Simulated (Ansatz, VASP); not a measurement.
# SnO2 (Cassiterite) in two plane-wave programs

One calculation is typed for both programs; each brings its own data sets and cutoff. How far apart do they land?

Method: plane waves, with VASP 6.6.1 beside it; single point at LDA, in Ansatz 0.2.0.

## (1) Starting point

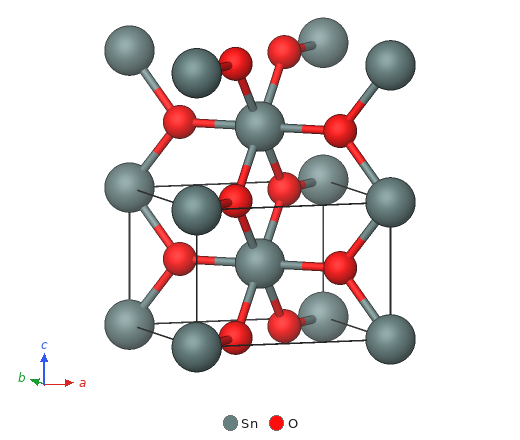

The starting structure, seen slightly off an axis (tin teal, oxygen red). 1×1×2 cells are drawn. Some periodic images of atoms are drawn too.

Structure file:

```xyz
6
Lattice="4.7380 0.0000 0.0000 0.0000 4.7380 0.0000 0.0000 0.0000 3.1865" Properties=species:S:1:pos:R:3 pbc="T T T"
Sn    0.0000    0.0000    0.0000
Sn    2.3690    2.3690    1.5933
O     1.4550    1.4550    0.0000
O     0.9140    3.8240    1.5933
O     3.2830    3.2830    0.0000
O     3.8240    0.9140    1.5933
```

## (2) VASP: single point, LDA

With cell and atoms fixed, the geometry can't cause a difference; cores, projectors, grids and the points listed under the comparison can.

Lines of VASP's logs that name or quote its potential files are left out, and so is its time.

File INCAR:

```
SYSTEM = SnO2
PREC = Accurate
ENCUT = 520
EDIFF = 1E-07
NELM = 100
ISMEAR = 0
SIGMA = 0.01
LREAL = .FALSE.
ALGO = Normal
GGA = CA
NBANDS = 32
LORBIT = 11
LWAVE = .FALSE.
LCHARG = .FALSE.
KPAR = 2
```

File POSCAR:

```
SnO2
1.0
    4.7380000000      0.0000000000      0.0000000000
    0.0000000000      4.7380000000      0.0000000000
    0.0000000000      0.0000000000      3.1865000000
Sn O
2 4
Direct
    0.0000000000      0.0000000000      0.0000000000
    0.5000000000      0.5000000000      0.5000000000
    0.3071000000      0.3071000000      0.0000000000
    0.1929000000      0.8071000000      0.5000000000
    0.6929000000      0.6929000000      0.0000000000
    0.8071000000      0.1929000000      0.5000000000
```

File KPOINTS:

```
Automatic mesh
0
Gamma
5 5 7
0 0 0
```

PAW data sets: Sn_d and O (PBE family, release 64).

The run is started by

```console
mpirun -np 2 vasp_std
```

Numbers of over 12 decimals in the logs are rounded to 6 here.

What it wrote:

```text
[banner, memory and clock lines left out]
running    2 mpi-ranks, on    1 nodes
 distrk:  each k-point on    1 cores,    2 groups
 distr:  one band on    1 cores,    1 groups

 POSCAR found type information on POSCAR SnO
 POSCAR found :  2 types and       6 ions
|                                                                             |
|               ----> ADVICE to this user running VASP <----                  |
|                                                                             |
|     You enforced a specific xc type in the INCAR file but a different       |
|     [... a line on the potential file left out ...]
|     I HOPE YOU KNOW WHAT YOU ARE DOING!                                     |
|                                                                             |

 LDA part: xc-table for (Slater(with rela. corr.)+CA(PZ))
 , standard interpolation
 POSCAR, INCAR and KPOINTS ok, starting setup
 FFT: planning ... GRIDC
 FFT: planning ... GRID_SOFT
 FFT: planning ... GRID
 WAVECAR not read
 entering main loop
       N       E                     dE             d eps       ncg     rms          rms(c)
DAV:   1     0.628927708134E+03    0.62893E+03   -0.26315E+04  1672   0.251E+03
DAV:   2     0.479178722029E+02   -0.58101E+03   -0.55270E+03  1720   0.667E+02
DAV:   3    -0.435307061257E+02   -0.91449E+02   -0.89915E+02  1752   0.220E+02
DAV:   4    -0.480016037901E+02   -0.44709E+01   -0.44559E+01  1864   0.540E+01
DAV:   5    -0.481416176577E+02   -0.14001E+00   -0.13996E+00  1952   0.968E+00    0.150E+01
DAV:   6    -0.424916753505E+02    0.56499E+01   -0.20301E+01  2488   0.696E+01    0.589E+00
DAV:   7    -0.425271575800E+02   -0.35482E-01   -0.19596E+00  1776   0.799E+00    0.313E+00
DAV:   8    -0.424561738437E+02    0.70984E-01   -0.27596E-01  2312   0.462E+00    0.717E-01
DAV:   9    -0.424403334628E+02    0.15840E-01   -0.62531E-02  2464   0.378E+00    0.136E-01
DAV:  10    -0.424404619107E+02   -0.12845E-03   -0.47492E-03  2328   0.706E-01    0.460E-02
DAV:  11    -0.424404690230E+02   -0.71123E-05   -0.24498E-04  2464   0.190E-01    0.170E-02
DAV:  12    -0.424404724046E+02   -0.33816E-05   -0.22184E-05  1824   0.304E-02    0.131E-02
DAV:  13    -0.424404705299E+02    0.18747E-05   -0.10447E-05  2336   0.413E-02    0.126E-03
DAV:  14    -0.424404705852E+02   -0.55312E-07   -0.88218E-07  2128   0.887E-03
   1 F= -.42440471E+02 E0= -.42440471E+02  d E =-.937652E-36
```

Parts of OUTCAR (step 2):

```text
ion  position               nearest neighbor table
   1  0.000  0.000  0.000-   4 2.05   6 2.05   4 2.05   6 2.05   5 2.06   3 2.06   2 3.71   2 3.71
                             2 3.71   2 3.71   2 3.71   2 3.71   2 3.71   2 3.71
   2  0.500  0.500  0.500-   3 2.05   5 2.05   3 2.05   5 2.05   4 2.06   6 2.06   1 3.71   1 3.71
                             1 3.71   1 3.71   1 3.71   1 3.71   1 3.71   1 3.71
   3  0.307  0.307  0.000-   2 2.05   2 2.05   1 2.06
   4  0.193  0.807  0.500-   1 2.05   1 2.05   2 2.06
   5  0.693  0.693  0.000-   2 2.05   2 2.05   1 2.06
   6  0.807  0.193  0.500-   1 2.05   1 2.05   2 2.06

  LATTYP: Found a simple tetragonal cell.
 ALAT       =     4.7380000000
 C/A-ratio  =     0.6725411566

 Subroutine GETGRP returns: Found 16 space group operations
 (whereof  8 operations were pure point group operations)

The static configuration has the point symmetry D_2h.
 The point group associated with its full space group is D_4h.

 Found     24 irreducible k-points:

   k-points           NKPTS =     24   k-points in BZ     NKDIM =     24   number of bands    NBANDS=     32

   dimension x,y,z NGX =    36 NGY =   36 NGZ =   24
   dimension x,y,z NGXF=    72 NGYF=   72 NGZF=   48

   ENCUT  =  520.0 eV  38.22 Ry    6.18 a.u.   8.81  8.81  5.92*2*pi/ulx,y,z

   NELECT =      52.0000    total number of electrons

 k-points in reciprocal lattice and weights: Automatic mesh
   0.00000000  0.00000000  0.00000000       0.006
   0.20000000  0.00000000  0.00000000       0.023
   0.40000000  0.00000000  0.00000000       0.023
   0.20000000  0.20000000  0.00000000       0.023
   0.40000000  0.20000000  0.00000000       0.046
   0.40000000  0.40000000  0.00000000       0.023
   0.00000000  0.00000000  0.14285714       0.011
   0.20000000  0.00000000  0.14285714       0.046
   0.40000000  0.00000000  0.14285714       0.046
[...]
0.40000000  0.20000000  0.42857143       0.091
   0.40000000  0.40000000  0.42857143       0.046

 average (electrostatic) potential at core
       1 -99.1198       2 -99.1198       3 -67.7482       4 -67.7482       5 -67.7482
       6 -67.7482

 E-fermi :   5.8862

 k-point     1 :       0.0000    0.0000    0.0000
  band No.  band energies     occupation
    ...
     22       4.5422      2.00000
     23       4.5422      2.00000
     24       4.9967      2.00000
     25       4.9967      2.00000
     26       5.8010      2.00000
     27       6.9778      0.00000
     28      11.7293      0.00000
     29      11.9008      0.00000
     30      11.9008      0.00000
     31      15.9157      0.00000
    ...

 k-point     2 :       0.2000    0.0000    0.0000
  band No.  band energies     occupation
    ...
     22       4.2733      2.00000
     23       4.5512      2.00000
     24       4.5687      2.00000
     25       5.0234      2.00000
     26       5.5989      2.00000
     27       7.8996      0.00000
     28      11.4452      0.00000
     29      12.0601      0.00000
     30      12.2127      0.00000
     31      16.2843      0.00000
    ...

 k-point     3 :       0.4000    0.0000    0.0000
  band No.  band energies     occupation
    ...
     22       4.0507      2.00000
     23       4.5718      2.00000
     24       4.5854      2.00000
     25       5.0904      2.00000
     26       5.2403      2.00000
     27       9.4097      0.00000
     28      10.7053      0.00000
     29      12.4856      0.00000
     30      12.6027      0.00000
     31      16.5196      0.00000
    ...

  Total        0.0097957      0.0097957      0.7609623     -0.0000000      0.0000000      0.0000000
  in kB        0.2194022      0.2194022     17.0439280     -0.0000000      0.0000000      0.0000000
  external PRESSURE =       5.8275775 kB  Pullay stress =       0.0000000 kB

  energy-cutoff  :      520.00
  volume of cell :       71.53
      direct lattice vectors                 reciprocal lattice vectors
     4.738000000  0.000000000  0.000000000     0.211059519  0.000000000  0.000000000
     0.000000000  4.738000000  0.000000000     0.000000000  0.211059519  0.000000000
     0.000000000  0.000000000  3.186500000     0.000000000  0.000000000  0.313823945

 POSITION                                       TOTAL-FORCE (eV/Angst)
 -----------------------------------------------------------------------------------
      0.00000      0.00000      0.00000         0.000000      0.000000     -0.000000
      2.36900      2.36900      1.59325         0.000000      0.000000     -0.000000
      1.45504      1.45504      0.00000        -0.130575     -0.130575     -0.000000
      0.91396      3.82404      1.59325         0.130575     -0.130575     -0.000000
      3.28296      3.28296      0.00000         0.130575      0.130575      0.000000
      3.82404      0.91396      1.59325        -0.130575      0.130575      0.000000
 -----------------------------------------------------------------------------------
    total drift:                               -0.000000      0.000000      0.000000

  FREE ENERGIE OF THE ION-ELECTRON SYSTEM (eV)
  ---------------------------------------------------
  free  energy   TOTEN  =       -42.4404705852 eV

  energy  without entropy=      -42.4404705852  energy(sigma->0) =      -42.44047059

 total charge
# of ion       s       p       d       tot
------------------------------------------
    1        0.886   1.122  10.400  12.408
    2        0.886   1.122  10.400  12.408
    3        1.547   3.491   0.000   5.038
    4        1.547   3.491   0.000   5.038
    5        1.547   3.491   0.000   5.038
    6        1.547   3.491   0.000   5.038
--------------------------------------------------
tot          7.961  16.207  20.800  44.968

[... 3 further parts left out ...]
```

The run ends at a pressure of 0.58 GPa, with forces up to 0.18 eV/Å.

## (3) Ansatz: single point, LDA

Ansatz runs on its default PAW (the set named soft_2) files.

The same cell, functional (in two slightly different forms), mesh and smearing now go to Ansatz, which takes its cutoff from its data sets.

File input.yaml:

```yaml
crystal:
  lattice:
    - [4.738, 0.0, 0.0]
    - [0.0, 4.738, 0.0]
    - [0.0, 0.0, 3.1865]
  atoms:
    - { symbol: Sn, position: [0.0, 0.0, 0.0] }
    - { symbol: Sn, position: [0.5, 0.5, 0.5] }
    - { symbol: O, position: [0.3071, 0.3071, 0.0] }
    - { symbol: O, position: [0.1929, 0.8071, 0.5] }
    - { symbol: O, position: [0.6929, 0.6929, 0.0] }
    - { symbol: O, position: [0.8071, 0.1929, 0.5] }
hamiltonian:
  xc: lda
  pseudopotentials: { kind: paw }
kpoints:
  mp_grid: { grid: [5, 5, 7] }
scf:
  occupations: { method: gaussian, width: 0.01 }
  n_extra_bands: 5
output:
  forces: true
  stress: true
  eigenvalues: true
```

The run is started by

```console
ansatz run input.yaml --threads 4 --pin off --max-ram 9216MiB --backend cpu --events-out ev --progress --plain --runs-dir out
```

What it wrote:

```text
scf.n_extra_bands = 5 over 26 filled bands (N_el = 52.0): the run solves 31 bands
Engine: ansatz 0.2.0, aarch64-unknown-linux-gnu
Pseudopotentials: kind: paw
Pseudopotential: Sn, paw, valence charge 14, recommended cutoff 420 eV (normal), Sn.paw.azcp
Pseudopotential: O, paw, valence charge 6, recommended cutoff 420 eV (normal), O.paw.azcp
Functional definition: SPW92
  exchange = slater_x
  correlation = pw_c
Crystal: 6 atoms, lattice volume = 71.533 Å³
Basis set: ecut = 420 eV, 1411 PW (Γ)
Bands: 31, of which v1, the nominal top of the filled ones, is band 26 counted from 1 (25 counted from 0)
Symmetry: 16 space group operations
Space group: P42/mnm (ITA 136), of the structure as read, at distance tolerance 4.2e-5 Å
k-points: 24 of 175
Non-local potential: Sn, projectors of the file, l = 0: 2, l = 1: 2, l = 2: 2, l = 3: 2
Non-local potential: O, projectors of the file, l = 0: 2, l = 1: 2, l = 2: 1
PAW form: soft (Blöchl's): semilocal exchange-correlation on the pseudo side does not see the compensation charge
PAW frozen core: Sn, regenerated for the run's functional, and the local potential with it (the file was generated under x = pbe(κ = 0.804, μ = 0.219515), c = pbe(β = 0.066725))
PAW frozen core: O, regenerated for the run's functional, and the local potential with it (the file was generated under x = pbe(κ = 0.804, μ = 0.219515), c = pbe(β = 0.066725))
PAW one-centre angular grid: Sn, 590 points (default); XC on 64 Gauss nodes
PAW one-centre angular grid: O, 110 points (default); XC on 64 Gauss nodes
Initial density: superposition of atomic densities (neutral atoms: chi_scale 0, normalization atom), corrected by the library's trained network
Initial wavefunctions: pseudopotential atomic-orbital guess
Functional: x = slater, c = lda
SCF iter   1: F=—  HF=-13980.423725 eV  |F-HF|=—  |Δ(HF+E_count)|=         —  Δρ=1.88e-2  dr2=2.11e-1  ethr=1.77e-3  ⟨swp⟩=6.5  Hψ=3316  notcnv=0
preconditioner: auto → Resta (q_TF=auto, 2.587 Å⁻¹)  ε∞=3.8  [insulator: Δε(μ)=0.964 eV  Ē_g=18.840 eV  σ=0.010 eV  W_gap=1.00  n_scr=18 (ndim 8)  ℏωp=31.7 eV  f_vac=0.027  D(μ)=0.00/eV (n_scr^D=0)  ε∞_Penn≈3.8]
SCF iter   2: F=—  HF=-13980.362125 eV  |F-HF|=—  |Δ(HF+E_count)|=   6.16e-2  Δρ=4.91e-3  dr2=6.91e-3  ethr=4.06e-4  ⟨swp⟩=2.2  Hψ=1280  notcnv=0  defer=24
SCF iter   3: F=—  HF=-13980.359658 eV  |F-HF|=—  |Δ(HF+E_count)|=   2.47e-3  Δρ=2.11e-3  dr2=1.75e-3  ethr=1.33e-5  ⟨swp⟩=2.2  Hψ=1410  notcnv=0  defer=24
SCF iter   4: F=—  HF=-13980.359089 eV  |F-HF|=—  |Δ(HF+E_count)|=   5.69e-4  Δρ=3.76e-4  dr2=6.67e-5  ethr=3.37e-6  ⟨swp⟩=3.0  Hψ=1367  notcnv=0  defer=24
SCF iter   5: F=—  HF=-13980.359088 eV  |F-HF|=—  |Δ(HF+E_count)|=   9.55e-7  Δρ=7.10e-5  dr2=2.81e-6  ethr=1.28e-7  ⟨swp⟩=1.0  Hψ=720  notcnv=0  defer=24
SCF iter   6: F=-13980.359089 eV  HF=-13980.359089 eV  |F-HF|=2.83e-8  |Δ(HF+E_count)|=   8.09e-7  Δρ=8.43e-6  dr2=7.46e-8  ethr=1.92e-10  ⟨swp⟩=9.2  Hψ=3857  notcnv=0
SCF 1 converged in 6 iterations: F = -13980.359089 eV  dr2 = 7.46e-8
  greatest PAW one-centre occupation: 0.998 electrons in one spin orbital (limit 2), on the Sn atom at site 1 (counted from 0), in its partial waves of l = 2
SCF converged after 6 iterations
Free energy (F): -13980.359089 eV
Harris-Foulkes:  -13980.359089 eV  (|F-HF|=2.83e-8)
Internal energy: -13980.359089 eV  (E = F + TS)
E sigma→0 (E₀):  -13980.359089 eV
Fermi energy:    9.726683 eV
--- Per-component energies (eV) ---
  E_band       = -131.419347
  E_kinetic    = 1081.112583
  E_local      = -2867.981805  (includes V_loc(G=0)·N_el)
  E_nonlocal   = 150.986102
  E_hartree    = 1481.721290
  E_xc         = -1041.954826
  E_vxc        = -564.367268  (∫ρ·V_xc dr)
  E_paw        = -8602.638324  (= ΣΔE_a)
  E_vpaw       = -894.635239  (= ΣTr[D̂ρ^β])
  E_aug_tail   = 0.010187  (compensation charges beyond the density's cutoff)
  E_ewald      = -4182.851779
  E_core_change = 1.237482  (= ΣΔE_core)
  E_smearing   = -0.000000  (= −TS)
  E_closure    = 0.000000  (closes the sum)
  Σ components = -13980.359089   (vs F -13980.359089, Δ=0.00e0)
--- Forces (eV/Å), atoms counted from 1 ---
  atom   1  Sn     0.00000000     0.00000000     0.00000000
  atom   2  Sn    -0.00000000    -0.00000000    -0.00000000
  atom   3  O     -0.10953876    -0.10953876     0.00000000
  atom   4  O      0.10953876    -0.10953876    -0.00000000
  atom   5  O      0.10953876     0.10953876    -0.00000000
  atom   6  O     -0.10953876     0.10953876     0.00000000
  max |Σ_I F_I| component: 5.55e-17 eV/Å
--- Stress (GPa, compression-positive) ---
       -1.087111       0.000000       0.000000
        0.000000      -1.087111       0.000000
        0.000000       0.000000      -0.055398
  P = ⅓ Tr σ = -0.7432 GPa (-7.432 kbar)
--- Band table (eV; the first three rows and the last of 24) ---
  k-point 0: bands = [... 22 lower, 7.9021, 8.3620, 8.3620, 9.1597, 10.2937, 15.0669, 15.2711, 15.2711, ... 1 higher]
  k-point 1: bands = [... 22 lower, 7.1639, 8.3953, 8.3953, 8.9846, 11.4867, 15.4711, 16.1052, 16.1052, ... 1 higher]
  k-point 2: bands = [... 22 lower, 6.5069, 8.2425, 8.2425, 8.4995, 13.2940, 15.9170, 17.6858, 17.7893, ... 1 higher]
  k-point 23: bands = [... 22 lower, 8.0855, 8.1011, 8.2640, 8.2955, 14.0573, 14.1516, 17.6246, 18.0011, ... 1 higher]
```

Elapsed: 0.93 s, on 4 threads of Arm Neoverse V1, shared host; peak memory 0.36 GiB.

In the SCF lines HF is the Harris–Foulkes energy and dr2 the Hartree energy of the density residual, in eV; the loop may stop once dr2 is under the threshold and the program's other checks hold. Hψ counts applications of the Hamiltonian.

The run ends at a pressure of -0.74 GPa, with forces up to 0.15 eV/Å.

## (4) Differences

Known differences besides the PAW data sets themselves: the two LDA forms differ slightly; the cutoff is 420 eV in Ansatz and 520 eV in VASP; Ansatz makes its cores anew for this functional, VASP keeps those of its PBE data sets. Total energies have different zeros and are not compared.

Both answers:

```
              quantity  Ansatz   VASP  difference
        pressure (GPa)   -0.74   0.58       -1.33
gap on the k mesh (eV)   1.134  1.177      -0.043
```

Forces (eV/Å; atoms numbered as in POSCAR):

```
atom         Ansatz x, y, z           VASP x, y, z
 Sn1    0.000, 0.000, 0.000    0.000, 0.000, 0.000
 Sn2    0.000, 0.000, 0.000    0.000, 0.000, 0.000
  O3  -0.110, -0.110, 0.000  -0.131, -0.131, 0.000
  O4   0.110, -0.110, 0.000   0.131, -0.131, 0.000
  O5    0.110, 0.110, 0.000    0.131, 0.131, 0.000
  O6   -0.110, 0.110, 0.000   -0.131, 0.131, 0.000
```

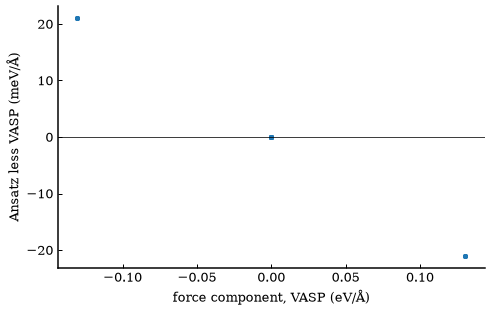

Difference of the force components against their size.

The forces differ by 14 meV/Å r.m.s., which is 16.1 % of the r.m.s. force of 0.09 eV/Å (both taken over all components). Ansatz's pressure holds a Pulay correction of 1.10 GPa; VASP's holds none.

## (5) What moves the difference

The difference is large enough to ask for its cause, so further runs change the set-up of one program at a time, as the table lists.

```
                                                           run  r.m.s. force difference (meV/Å)
                                                      as above                               14
cores kept as stored, as VASP does, whose cores stay as stored                               13
                       Ansatz's larger PAW set (cutoff 900 eV)                               14
                   norm-conserving potentials (cutoff 1143 eV)                               17
```

## (6) Summary of results

| Property | Result |
| --- | --- |
| r.m.s. force difference (single point, LDA) | 14 meV/Å |
| difference in pressure (single point, LDA) | -1.3 GPa |
| difference in gap on the k mesh (single point, LDA) | -0.043 eV |

The difference in pressure is -1.3 GPa (single point, LDA), beyond the 1 GPa picked in this series as the mark of a large difference. Also far apart in the single point, LDA pair: the difference in pressure, -1.3 GPa. For single point, LDA: no further run halves the r.m.s. force difference; only Ansatz's side was varied, and Ansatz's runs with other potentials lie closer to each other than to VASP, which for this quantity points to VASP's side; this was not tested here. Differences of this kind measure data sets and numerical settings, not the functional's error against experiment.

[Lines on the potential files, build, host, timing and source positions are cut from VASP's logs without a mark.]

[Logs are printed without paths, hosts, clocks, repeated set-up lines and the standing remarks that a program may print on its own settings, such as how far it seeks lower states.]

[Hosts, paths, dates, database ids (printed as entryN), source tags and the programs' standing remarks are cut or masked in the printed files.]
